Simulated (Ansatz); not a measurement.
# RbH3Pb (model cell, started as cubic perovskite with Pb in the octahedra): following an unstable mode, part 3 of 3

Wanted: the energy along a soft mode of RbH3Pb (model cell, started as cubic perovskite with Pb in the octahedra) and the structure at the end.

Ansatz 0.2.0; DFT PBEsol, scalar-relativistic, plane waves, PAW; PAW set soft_1.

So far. Step 5 (Energy along the mode, all amplitudes (two of the runs …): The lowest of the steps tried is at 0.32 Å, 10.2 meV/atom below the parent; the bottom of the well need not coincide with a step. Step 7 (The new phase in its own primitive cell): The largest force component left is 0.26 meV/Å and the pressure is -0.001 GPa, within the tolerances set. The cell now holds 18.79 Å³/atom. The relaxed cell has a = 6.283, c = 4.760 Å (conventional setting).

The structure was built from a prototype and need not be the compound's stable phase.

In doubt: the program warns that the response may not be converged on this k-mesh (step 8), which bears on the force constants and all frequencies.

## (8) Modes of the new phase, k-mesh 6×6×6, occupations fixed

A relaxed structure may still be a saddle point, so its zone-centre modes are computed. The response to a homogeneous field gives the Born charges and the dielectric tensor.

input.yaml reads:

```yaml
crystal:
  lattice:
    - [6.2833638388, 0.0, 0.0]
    - [0.0, 6.2833638388, 0.0]
    - [0.0, 0.0, 4.7603737749]
  atoms:
    - { symbol: Rb, position: [0.5, 0.5, 0.0] }
    - { symbol: Rb, position: [0.0, 0.0, 0.0] }
    - { symbol: Pb, position: [0.0, 0.5, 0.4588815473] }
    - { symbol: Pb, position: [0.5, 0.0, 0.5411184527] }
    - { symbol: H, position: [0.75, 0.75, 0.5] }
    - { symbol: H, position: [0.25, 0.25, 0.5] }
    - { symbol: H, position: [0.75, 0.25, 0.5] }
    - { symbol: H, position: [0.25, 0.75, 0.5] }
    - { symbol: H, position: [0.0, 0.5, 0.86186642] }
    - { symbol: H, position: [0.5, 0.0, 0.13813358] }
kpoints:
  mp_grid: { grid: [6, 6, 6] }
hamiltonian:
  xc: pbesol
  pseudopotentials: { kind: paw, azcp: { folder: soft_1 }, xc_functional: pbe }
scf:
  occupations: { method: fixed }
output:
  eigenvalues: true
phonons:
  method: dfpt
  dielectric: true
  rigid_motions: translations
```

On the command line:

```bash
> ansatz run input.yaml --threads 4 --pin off --max-ram 16384MiB --backend cpu --events-out ev --progress --plain --runs-dir out
```

Numbers of over 12 decimals in the logs are rounded to 6 here.

The program printed:

```text
[...]
Crystal: 10 atoms, lattice volume = 187.943 Å³
Basis set: ecut = 420 eV, 3643 PW (Γ), exchange–correlation on 96×96×64 points (8 copies of the dense FFT grid, shifted against one another)
Bands: 36, of which v1, the nominal top of the filled ones, is band 26 counted from 1 (25 counted from 0)
Symmetry: 16 space group operations
k-points: 112 of 216 (irreducible under 1 space group operation, time reversal used)
[...]
SCF iter   1: F=—  HF=-30044.282246 eV  |F-HF|=—  |Δ(HF+E_count)|=         —  Δρ=5.00e-2  dr2=6.69e0  ethr=3.10e-3  ⟨swp⟩=5.0  Hψ=16931  notcnv=0  defer=757
[...]
SCF iter  10: F=-30041.596157 eV  HF=-30041.596157 eV  |F-HF|=7.28e-12  |Δ(HF+E_count)|=  2.76e-10  Δρ=1.12e-7  dr2=2.23e-11  ethr=1.00e-12  ⟨swp⟩=19.7  Hψ=34690  notcnv=0
SCF 1 converged in 10 iterations: F = -30041.596157 eV  dr2 = 2.23e-11
[...]
NSCF: frozen V_eff on 28 k-points
DFPT response loops at Γ: preconditioner auto → Resta (q_TF=auto, 2.202 Å⁻¹)  ε∞=15.4 (no band partly filled); β = 1.00, the filter's whole step (`scf.mixing.beta` (0.50) is not read by the response loops at its default; to damp them type it under 1.00, their step now; it binds the ground state too); Broyden in place of MSR1
── the response to a field inside a basis, on 10×10×6 k-points: an SCF that follows is theirs, and a resumed run solves both again ──
Bands: 27, of which v1, the nominal top of the filled ones, is band 26 counted from 1 (25 counted from 0)
k-points: 45
[...]
Eigensolver: Dense (45 Hₖ)
SCF iter   1: F=—  HF=-30041.616728 eV  |F-HF|=—  |Δ(HF+E_count)|=         —  Δρ=4.35e-4  dr2=3.33e-4  ethr=1.00e-1
[...]
SCF iter   4: F=-30041.616687 eV  HF=-30041.616687 eV  |F-HF|=3.74e-8  |Δ(HF+E_count)|=   1.20e-6  Δρ=5.47e-6  dr2=9.93e-8  ethr=4.88e-9
SCF 1 converged in 4 iterations: F = -30041.616687 eV  dr2 = 9.93e-8
[...]
WARN: field response: inside a basis, on 10×10×6 points, no mesh in reach settles it: take ε∞, Z* and everything formed from them with what they may err, as stated (eps_inf_uncertainty, zstar_uncertainty_e), and compare with field_mesh: kpoints on a denser kpoints.mp_grid
WARN: field response: ε∞ stands inside a basis, on 10×10×6 points; the force constants stand on the 6×6×6 k-mesh, whose period is 7.02 times the interband length at k = (0.0000, 0.0000, -0.5000), direct gap 0.253 eV, under 14: take them and everything formed from them as unconverged, and compare with a denser kpoints.mp_grid
SCF converged after 10 iterations
Free energy (F): -30041.596157 eV
[...]
Internal energy: -30041.596157 eV  (E = F + TS)
E sigma→0 (E₀):  -30041.596157 eV
Fermi energy:    6.269601 eV
[...]
--- Band table (eV; the first three rows and the last of 112) ---
  k-point 0: bands = [... 22 lower, 3.6137, 3.9791, 4.0702, 5.9809, 6.6393, 6.6393, 7.0954, 7.1744, ... 6 higher]
  k-point 1: bands = [... 22 lower, 2.7350, 3.2412, 4.0337, 5.8124, 6.6120, 6.6120, 7.7565, 8.2854, ... 6 higher]
  k-point 2: bands = [... 22 lower, 1.5498, 2.0264, 4.1520, 6.0726, 6.5537, 6.5537, 8.6006, 9.3111, ... 6 higher]
  k-point 111: bands = [... 22 lower, 1.7012, 1.7012, 5.3376, 5.3376, 6.9710, 6.9710, 7.7485, 7.7485, ... 6 higher]
--- Phonons (Γ-DFPT): 8 representative perturbations + reference, on 112 of 216 k-points (Σ response iterations 25) ---
  k mesh reduced under 1 symmetry operation, with k and −k counted as one. Each operation leaves every solved perturbation unchanged. A smaller set is not considered because the run solves the response to a homogeneous field
  ASR residual: 4.852e-5 → 0.000e0 eV/Å²; symmetrization residual: 1.853e-6 eV/Å²
  ASR residual per site (eV/Å²): 2.44e-5 2.44e-5 4.85e-5 4.85e-5 2.43e-5 2.43e-5 2.43e-5 2.43e-5 3.91e-5 3.91e-5
  Γ frequencies (cm⁻¹): -758.73 -758.73 -108.28 -108.28 0.00 0.00 0.00 42.66 46.90 46.90 52.98 53.21 53.21 63.99 86.79 90.22 90.22 378.81 378.81 471.44 472.10 505.00 505.00 593.36 625.30 625.30 1094.30 1167.68 1179.34 1183.78
  ε∞ (high-frequency dielectric tensor):
       25.906293     0.000000     0.000000
        0.000000    25.906293    -0.000000
        0.000000    -0.000000     5.377253
  softest optical mode at Γ: -758.73 cm⁻¹; the repairs (sum rule, projections) moved no ω² at Γ by more than (5.08 cm⁻¹)²
  Born effective charges Z* (e; rows j = field, columns β = displacement):
    site 0:
         1.40722   -0.00000    0.00000
        -0.00000    1.40722   -0.00000
         0.00000   -0.00000    1.22308
    site 1:
         1.40722   -0.00000    0.00000
        -0.00000    1.40722   -0.00000
         0.00000   -0.00000    1.22308
    site 2:
         5.96621    0.00000   -0.00000
         0.00000    5.96621    0.00000
        -0.00000   -0.00000    1.41598
    site 3:
         5.96621    0.00000   -0.00000
         0.00000    5.96621    0.00000
        -0.00000   -0.00000    1.41598
    site 4:
        -3.29541    3.13659    0.54757
         3.13659   -3.29541   -0.54757
        -0.03981    0.03981   -0.57234
    site 5:
        -3.29541    3.13659   -0.54757
         3.13659   -3.29541    0.54757
         0.03981   -0.03981   -0.57234
    site 6:
        -3.29541   -3.13659    0.54757
        -3.13659   -3.29541    0.54757
        -0.03981   -0.03981   -0.57234
    site 7:
        -3.29541   -3.13659   -0.54757
        -3.13659   -3.29541   -0.54757
         0.03981    0.03981   -0.57234
    site 8:
        -0.78260   -0.00000    0.00000
        -0.00000   -0.78260   -0.00000
         0.00000    0.00000   -1.49439
    site 9:
        -0.78260   -0.00000    0.00000
        -0.00000   -0.78260   -0.00000
         0.00000    0.00000   -1.49439
  Z* charge neutrality: 9.308e-1 e pre-enforcement
  solved inside a basis spanned on kpoints, on 10×10×6 k-points transformed towards the longest dipole, which do not settle them: ε∞ is read to err by 9.9e0, Z* by 7.3e0 e (field_mesh: kpoints solves on kpoints); Z* is corrected for what the basis lacks
  optical modes at Γ without the LO–TO term, one row a degenerate level:
      ω (cm⁻¹)  modes    IR ((D/Å)²/amu)
       -758.73      2          3716.1812
       -108.28      2            39.5371
         42.66      1             0.0000
         46.90      2             0.0000
         52.98      1             1.6055
         53.21      2             2.6791
         63.99      1             0.0000
[...]
optical modes at Γ + LO–TO along q̂ = [1.0000, 0.0000, 0.0000]:
      ω (cm⁻¹)  modes    IR ((D/Å)²/amu)
[...]
optical modes at Γ + LO–TO along q̂ = [0.0000, 1.0000, 0.0000]:
      ω (cm⁻¹)  modes    IR ((D/Å)²/amu)
[...]
optical modes at Γ + LO–TO along q̂ = [0.0000, 0.0000, 1.0000]:
      ω (cm⁻¹)  modes    IR ((D/Å)²/amu)
[...]
86.79      1             0.0000
         90.22      2             0.0000
        378.81      2           156.5248
        471.44      1             0.0000
        505.00      2             0.0000
        521.97      1            19.6503
        593.36      1             0.0000
        625.30      2             3.8650
       1094.44      1             0.0733
       1167.68      1             0.0000
       1183.78      1             0.0000
       1273.13      1           113.2504
```

Run time: 4.5 min. Hardware: 4 threads of Arm Neoverse V1, shared host; peak memory 2.9 GiB.

This step gave:

* gap on the k-mesh: 0.2533 eV
* sum-rule residual before enforcement: 4.85e-5 eV/Å²
* miss of the charge sum rule: 0.9308 e
* estimated error of the dielectric tensor: 9.907
* estimated error of the Born charges: 7.272 e
* point group: 4/mmm
* highest optical mode at the zone centre (no LO-TO term): 1184 cm⁻¹
* lowest optical zone-centre mode: -758.7 cm⁻¹
* mean high-frequency dielectric constant: 19.06
* largest Born charge (third of the trace): 4.449 e
* top of the zone-centre spectrum with the field: 1273 cm⁻¹

Patterns of degenerate modes are one choice out of their space. The modes at Γ (shares of kinetic energy by element, %) (negative means imaginary):

```tsv
mode	frequency (cm⁻¹)	symmetry	Rb %	Pb %	H %
1	-758.7	Eu	0	0	100
2	-758.7	Eu	0	0	100
3	-108.3	Eu	0	1	99
4	-108.3	Eu	0	1	99
5	0.0	acoustic	29	70	1
6	0.0	acoustic	29	70	1
7	0.0	acoustic	29	70	1
8	42.7	B1g	100	0	0
9	46.9	Eg	77	23	0
10	46.9	Eg	77	23	0
11	53.0	A2u	71	28	1
12	53.2	Eu	71	28	1
13	53.2	Eu	71	28	1
14	64.0	A1g	0	99	1
15	86.8	A1u	0	0	100
16	90.2	Eg	23	77	1
17	90.2	Eg	23	77	1
18	378.8	Eu	0	1	99
19	378.8	Eu	0	1	99
20	471.4	B1u	0	0	100
21	472.1	A2u	0	1	99
22	505.0	Eg	0	1	99
23	505.0	Eg	0	1	99
24	593.4	B2u	0	0	100
25	625.3	Eu	0	0	100
26	625.3	Eu	0	0	100
27	1094.3	A2u	0	0	100
28	1167.7	B1u	0	0	100
29	1179.3	A2u	0	1	99
30	1183.8	A1g	0	1	99
```

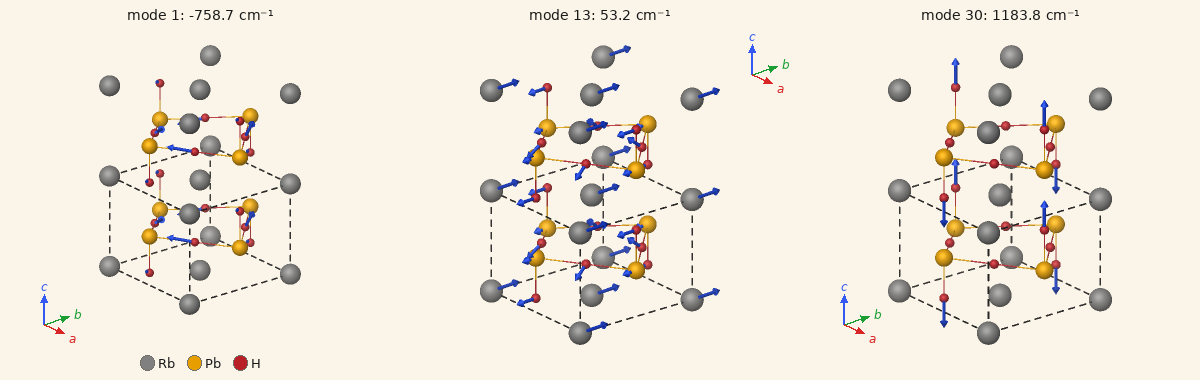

Displacement patterns of modes 1, 13 and 30 at Γ; arrows are exaggerated. 1×1×2 cells are drawn. Some periodic images of atoms are drawn too.

High-frequency dielectric tensor, which the program warns is not settled by the k meshes in reach. Tensor:

```tsv
	x	y	z
x	25.91	0	0
y	0	25.91	0
z	0	0	5.377
```

Optical modes at the zone centre, without and with the macroscopic field of the longitudinal modes; each column is sorted by frequency, so a row need not hold one and the same mode. Modes with and without the field, by row:

```tsv
rank among optical modes	no field (cm⁻¹)	q along (1, 0, 0) (cm⁻¹)	q along (0, 0, 1) (cm⁻¹)
1	-758.7	-758.7	-758.7
2	-758.7	-198.2	-758.7
3	-108.3	-108.3	-108.3
4	-108.3	42.7	-108.3
5	42.7	45.7	42.7
6	46.9	46.9	46.9
7	46.9	46.9	46.9
8	53	53	53.2
9	53.2	53.2	53.2
10	53.2	64	64
11	64	86.8	72
12	86.8	90.2	86.8
13	90.2	90.2	90.2
14	90.2	244.6	90.2
15	378.8	378.8	378.8
16	378.8	471.4	378.8
17	471.4	472.1	471.4
18	472.1	505	505
19	505	505	505
20	505	593.4	522
21	593.4	607.3	593.4
22	625.3	625.3	625.3
23	625.3	645.6	625.3
24	1094	1094	1094
25	1168	1168	1168
26	1179	1179	1184
27	1184	1184	1273
```

Born charge (rows field, columns displacement) (e), principal values of the symmetric part by kind of site:

```tsv
atom	atoms with these values	low	middle	high	mean
Rb1	2	1.22	1.41	1.41	1.35
Pb3	2	1.42	5.97	5.97	4.45
H5	4	-6.45	-0.55	-0.16	-2.39
H9	2	-1.49	-0.78	-0.78	-1.02
```

In full for H9:

```
-0.78  0.00  0.00
 0.00 -0.78  0.00
 0.00  0.00 -1.49
```

Transverse modes; imaginary modes are left out. Lines of the infrared spectrum (strongest = 100):

```tsv
position (cm⁻¹)	lines merged	relative intensity
43	1	0.0
47	1	0.0
53	2	2.7
64	1	0.0
87	1	0.0
90	1	0.0
379	1	100
471	1	0.0
472	1	18
505	1	0.0
593	1	0.0
625	1	2.5
1094	1	0.2
1168	1	0.0
1179	1	66
1184	1	0.0
```

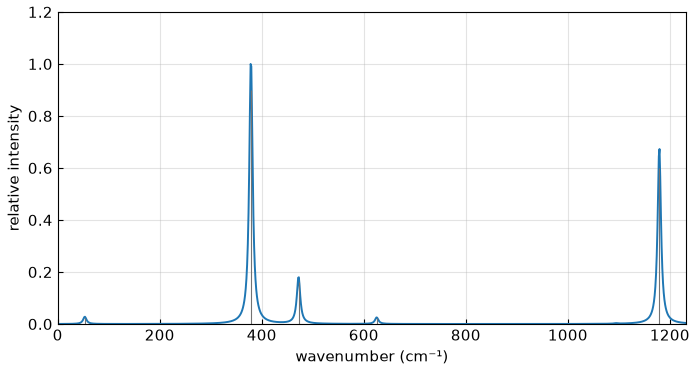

The infrared spectrum, broadened with Lorentzians of width 8 cm⁻¹; bars mark the lines.

Before it was imposed, the acoustic sum rule was missed by 4.9e-5 eV/Å² and the charge sum rule by 0.93 e. The charge miss is large and points to the mesh or the basis. The lowest optical mode is imaginary, 758.7i cm⁻¹, so the energy falls along it.

The log warns of the k mesh: “the force constants stand on the 6×6×6 k-mesh, whose period is 7.02 times the interband length at k = (0.0000, 0.0000, -0.5000), direct gap 0.253 eV, under 14: take them and everything formed from them as unconverged”.

## (9) The phases reached

The phases reached along the modes that were followed are set side by side.

Energies are those of the first relaxation, on the mesh of the frozen mode; space group, volume and gap are those of the last relaxation. Phases, by row:

```tsv
mode frozen in	space group	energy from parent (meV/atom)	volume (Å³/atom)	gap on mesh (eV)	lowest zone-centre optical mode (cm⁻¹)	largest shift (Å)
parent	Pm-3m	0	18.38	0	–	–
q = (0, 0, 0), 958i cm⁻¹	P4mm	-22.24	18.92	0.313	-759.3	0.465
q = (0, 0, 0), 958i cm⁻¹	R3m	-46.99	20.41	1.556	21.6	0.405
q = (0, 0, 0), 958i cm⁻¹	Amm2	-37.05	19.69	1.323	-719.7	0.441
q = (0, -0.5, -0.5), 916i cm⁻¹	P4/nmm	-22.82	18.79	0.253	-758.7	0.647
```

## (10) Outcome

```yaml
unstable_mode_of_the_parent: q = (0, -0.5, -0.5), 916i cm⁻¹
depth_at_the_lowest_point_sampled: 10.2 meV/atom
largest_atomic_shift_at_that_point: 0.32 Å
space_group_reached_within_0p01_a: P4/nmm
energy_gained_over_the_parent_first_relaxation_on_the_mesh_of_the_frozen_mode: 22.8 meV/atom
volume_per_atom_phase_reached: 18.8 Å³
gap_on_the_k_mesh_phase_reached: 0.253 eV
lowest_optical_zone_centre_mode_phase_reached: -759 cm⁻¹
highest_optical_mode_at_the_zone_centre_no_lo_to_term_phase_reached: 1184 cm⁻¹
```

In words: Along this mode the structure falls into P4/nmm, 22.8 meV/atom below the parent. At the parent's cell the well is 10.23 meV/atom deep on the steps tried, with its lowest point at a shift of 0.32 Å. Relaxing atoms and cell changes the gain by +12.59 meV/atom against the lowest step (energies at zero smearing). The new phase still has an imaginary mode at the zone centre of its cell, so it is a saddle point on the way to a lower structure. Of the 4 patterns followed to their end from this parent, this one ends 24.2 meV/atom above the lowest, R3m. Another end point lies within 1 meV/atom; how such a difference moves with mesh and cutoff was not tested. Each path keeps the symmetry of its pattern, so a lower phase may lie along a pattern not tried. With the field response the log warns that the k mesh is coarse for the force constants too, so the frequencies may not be converged. With no gap, or one that is small against the smearing, the frequencies hang on the k mesh and the smearing, most of all near Kohn anomalies. In at least one run the field response is not settled by the k meshes in reach, so its dielectric tensor, Born charges and longitudinal modes are rough. Spin-orbit coupling is left out, which can matter for the heavy elements here. The PAW files were made for PBE and serve the other functionals too. A phonon run warned that its eigensolver left some bands unconverged in a pass. The starting cell was built on a prototype and not taken from a measurement, so the phase need not exist.

[Logs are printed without paths, hosts, clocks, repeated set-up lines and the standing remarks that a program may print on its own settings, such as how far it seeks lower states.]

[Hosts, paths, dates, database ids (printed as entryN), source tags and the programs' standing remarks are cut or masked in the printed files.]
